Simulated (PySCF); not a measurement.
# One shape, several levels: BHCl2 (SMILES [H]B(Cl)Cl)

Aim: a comparison of 6 runs (SVWN5/STO-3G, UPBE0/STO-3G, r2SCAN/STO-3G, wB97X-V/STO-3G, UMP2/STO-3G, UCCSD(T)/STO-3G) of BHCl2. The job is set up through a Python script.

The calculation is run with PySCF 2.14.0.

6 further runs of the same task are left out: 4 that didn't finish, 2 set aside as unsound or not needed.

## (1) The molecule

BHCl2: 4 atoms, total charge 0, spin state singlet. SMILES: `[H]B(Cl)Cl`. The B1–Cl3 distance was set to 2.553 Å, away from the relaxed value.

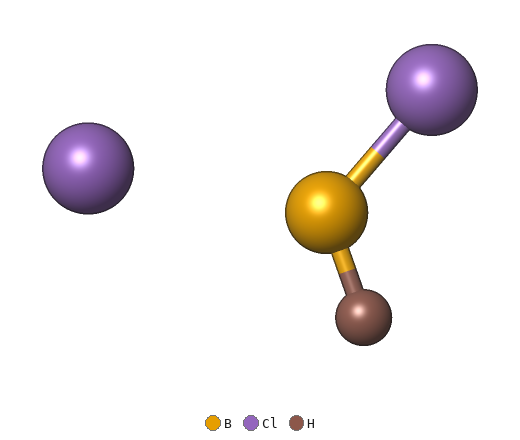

The structure, seen from a chosen angle (boron amber, chlorine purple, hydrogen brown).

## (2) A single-point energy at SVWN5/STO-3G (run 1)

File run.py:

```python
from pyscf import gto, dft

mol = gto.M(
    atom='''
B    0.345842  -0.856143   0.010484
Cl   2.046502  -0.889553   0.021904
Cl  -0.893540   1.375320  -0.017490
H   -0.259468  -1.861003   0.013074
''',
    basis='sto-3g',
    max_memory=1860,
    verbose=3,
)

mf = dft.RKS(mol)
mf.xc = 'svwn'
mf.conv_tol = 1e-10
mf.grids.level = 5
mf.kernel()
if not mf.converged:
    mf = mf.newton().run(mf.mo_coeff, mf.mo_occ)

e_tot = mf.e_tot
print('E(%s) = %.9f' % ('SVWN5', e_tot))
```

On the command line:

```bash
$ OMP_NUM_THREADS=1 python run.py
```

What it wrote:

```text
converged SCF energy = -932.123553216493
E(SVWN5) = -932.123553216
```

Wall time 2.2 s (1 thread of Intel Xeon Platinum 8375C at 2.90GHz (Ice Lake), shared host); peak memory 0.14 GiB.

## (3) The energy at UPBE0/STO-3G (run 2)

File calc.py:

```python
from pyscf import gto, dft

molecule = gto.M(
    atom='B 0.345842 -0.856143 0.010484; Cl 2.046502 -0.889553 0.021904; Cl -0.893540 1.375320 -0.017490; H -0.259468 -1.861003 0.013074',
    basis='sto-3g',
    max_memory=1860,
    verbose=3,
    spin=0,
)

calc0 = dft.UKS(molecule, xc='pbe0')
calc0.grids.level = 5
calc0.conv_tol = 1e-10
calc0.kernel()
if not calc0.converged:
    calc0 = calc0.newton().run(calc0.mo_coeff, calc0.mo_occ)
for _ in range(3):
    mo, _, stable, _ = calc0.stability(return_status=True)
    if stable:
        break
    calc0.kernel(calc0.make_rdm1(mo, calc0.mo_occ))

etot = calc0.e_tot
print('E(%s) = %.9f' % ('PBE0', etot))
```

On the command line:

```bash
$ OMP_NUM_THREADS=1 python calc.py
```

What it wrote:

```text
converged SCF energy = -935.163192354674  <S^2> = 2.3803182e-13  2S+1 = 1
<class 'pyscf.dft.uks.UKS'> wavefunction is stable in the internal stability analysis
E(PBE0) = -935.163192355
```

It took 19 s on 1 thread of Intel Xeon Platinum 8375C at 2.90GHz (Ice Lake), shared host; peak memory 0.36 GiB.

Run 3 isn't shown in full; the table further down has it.

## (4) A single-point energy at wB97X-V/STO-3G (run 4)

File run.py:

```python
from pyscf import gto, dft

mol = gto.M(
    atom='''
B        0.345842      -0.856143       0.010484
Cl       2.046502      -0.889553       0.021904
Cl      -0.893540       1.375320      -0.017490
H       -0.259468      -1.861003       0.013074
''',
    max_memory=1860,
    charge=0,
    verbose=3,
    basis='sto-3g',
    spin=0,
)

mf = dft.RKS(mol, xc='wb97x-v')
mf.grids.level = 5
mf.nlcgrids.level = 1
mf.conv_tol = 1e-10
mf.kernel()
if not mf.converged:
    mf = mf.newton().run(mf.mo_coeff, mf.mo_occ)

e_tot = mf.e_tot
print('E(%s) = %.9f' % ('WB97X-V', e_tot))
```

On the command line:

```bash
$ OMP_NUM_THREADS=1 python run.py
```

What it wrote:

```text
converged SCF energy = -935.361368859473
E(WB97X-V) = -935.361368859
```

It took 24 s on 1 thread of Intel Xeon Platinum 8375C at 2.90GHz (Ice Lake), shared host; peak memory 0.22 GiB.

Run 5 isn't shown in full; the table further down has it.

## (5) The energy at UCCSD(T)/STO-3G (run 6)

File mol.xyz:

```xyz
4

B      0.345842    -0.856143     0.010484
Cl     2.046502    -0.889553     0.021904
Cl    -0.893540     1.375320    -0.017490
H     -0.259468    -1.861003     0.013074
```

File job.py:

```python
from pyscf import gto, scf, cc

mol = gto.M(
    atom='mol.xyz',
    charge=0,
    max_memory=1860,
    verbose=4,
    basis='sto-3g',
)

mf = scf.UHF(mol)
mf.conv_tol = 1e-10
mf.kernel()
if not mf.converged:
    mf = mf.newton().run(mf.mo_coeff, mf.mo_occ)
for _ in range(3):
    mo, _, stable, _ = mf.stability(return_status=True)
    if stable:
        break
    mf.kernel(mf.make_rdm1(mo, mf.mo_occ))

mycc = cc.CCSD(mf, frozen=11)
mycc.kernel()
e_t = mycc.ccsd_t()
etot = mycc.e_tot + e_t
print(f'total energy: {etot:.8f} hartree')
```

On the command line:

```bash
$ OMP_NUM_THREADS=1 python job.py
```

What it wrote:

```text
PySCF version 2.14.0

[INPUT] num. atoms = 4
[INPUT] num. electrons = 40
[INPUT] charge = 0
[INPUT] spin (= nelec alpha-beta = 2S) = 0
[INPUT] symmetry False subgroup None
[INPUT] Mole.unit = angstrom
[INPUT] Symbol           X                Y                Z      unit          X                Y                Z       unit  Magmom
[INPUT]  1 B      0.345842000000  -0.856143000000   0.010484000000 AA    0.653546662372  -1.617875793464   0.019811888690 Bohr   0.0
[INPUT]  2 Cl     2.046502000000  -0.889553000000   0.021904000000 AA    3.867328293375  -1.681011543285   0.041392561032 Bohr   0.0
[INPUT]  3 Cl    -0.893540000000   1.375320000000  -0.017490000000 AA   -1.688545881344   2.598978133637  -0.033051309919 Bohr   0.0
[INPUT]  4 H     -0.259468000000  -1.861003000000   0.013074000000 AA   -0.490323458089  -3.516785986994   0.024706279353 Bohr   0.0

nuclear repulsion = 93.8470702414485
number of shells = 14
number of NR pGTOs = 72
number of NR cGTOs = 24
basis = sto-3g
ecp = {}

[... 77 lines left out ...]
converged SCF energy = -934.042664759538  <S^2> = 6.31033e-11  2S+1 = 1
[... 68 lines left out ...]
converged SCF energy = -934.052527398201  <S^2> = 0.46295545  2S+1 = 1.6887338
[... 14 lines left out ...]
Init t2, MP2 energy = -0.0448724973338215
[... 19 lines left out ...]
UCCSD converged
[... 2 lines left out ...]
total energy: -934.13707733 hartree
```

It took 1.1 s on 1 thread of Intel Xeon Platinum 8375C at 2.90GHz (Ice Lake), shared host; peak memory 0.12 GiB.

## (6) Overview of the runs

```tsv
run	level	follow instability	nlc grid	energy (Eh)	dipole moment (D) of the reference	HOMO energy (eV)	LUMO energy (eV)	wall time
1	SVWN5/STO-3G	–	–	-932.123553	3.27	-4.20	-2.00	2.2 s
2	UPBE0/STO-3G	yes	–	-935.163192	3.50	-5.76	-0.88	19 s
3	r2SCAN/STO-3G	–	–	-935.441138	3.45	-4.52	-1.58	5.4 s
4	wB97X-V/STO-3G	–	1	-935.361369	3.62	-8.25	1.38	24 s
5	UMP2/STO-3G	yes	–	-934.097400	2.13	-9.16	2.85	0.91 s
6	UCCSD(T)/STO-3G	yes	–	-934.137077	2.13	-9.16	2.85	1.1 s
```

## (7) What came out

| quantity | value |
| --- | --- |
| run 6: total energy | -934.13708 Eh |
| run 6: dipole moment (Hartree–Fock density) | 2.13 D |
| run 6: HOMO energy (Hartree–Fock orbitals) | -9.16 eV |
| run 6: LUMO energy (Hartree–Fock orbitals) | 2.85 eV |
| run 6: HOMO–LUMO gap (Hartree–Fock orbitals) | 12.01 eV |
| run 6: correlation energy (11 core orbitals frozen) | -84.5 mEh |
| run 6: (T) correction | -3.01 mEh |
| run 6: ⟨S²⟩ of the reference determinant | 0.463 |
| run 6: T1 diagnostic | 0.064 |

Over runs 1, 2, 3, 4 the dipole moment (its size) runs from 3.27 D (SVWN5/STO-3G) to 3.62 D (wB97X-V/STO-3G). Over runs 1, 2, 3, 4 the HOMO–LUMO gap runs from 2.20 eV (SVWN5/STO-3G) to 9.63 eV (wB97X-V/STO-3G). Totals of different functionals can't be ranked against each other. In runs 1, 2, 3, 4, 5, 6 the basis is minimal, so the values are rough. Spin contamination of the reference: run 5 ⟨S²⟩ = 0.46, run 6 ⟨S²⟩ = 0.46. All runs together took 53 s, the longest 24 s.
